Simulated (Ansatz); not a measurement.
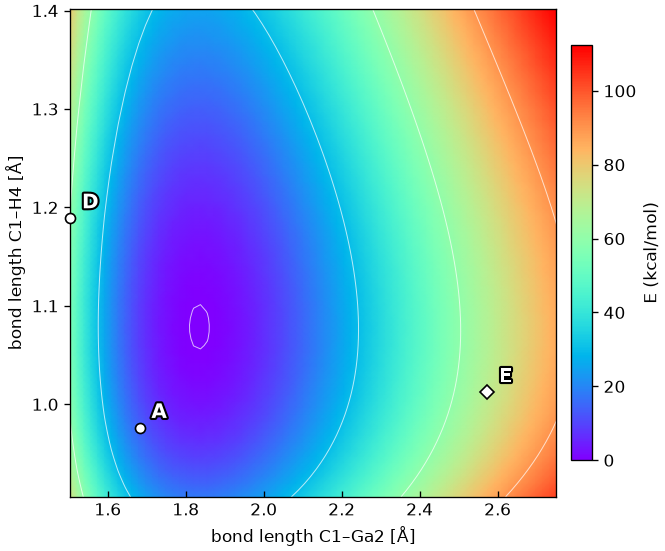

CH₃ClGa, SMILES [CH2-][GaH][Cl], charge −1. 
- First axis: bond length C1–Ga2. Second axis: bond length C1–H4.
- Nothing is relaxed (all other coordinates rigid).
- The scan uses a 15 × 15 grid.
- Energies: kcal/mol, counted from the lowest grid point.
- The reference is spin-restricted, which grows unreliable where a bond is stretched far.
- Method: Ansatz 0.2.0, RHF/def2-TZVPD.

Drawn: a smooth colour map with a few white contour lines, lettered points. Between grid points the surface is interpolated.

**Rank the lettered points by energy, lowest first.**

A (14 kcal/mol), D (59 kcal/mol), E (69 kcal/mol).

**What kind of point is each of A, E: minimum, saddle, maximum or slope?**

A: on a slope; E: on a slope. (In these two coordinates alone; a stationary point may lie a little off the grid point.)
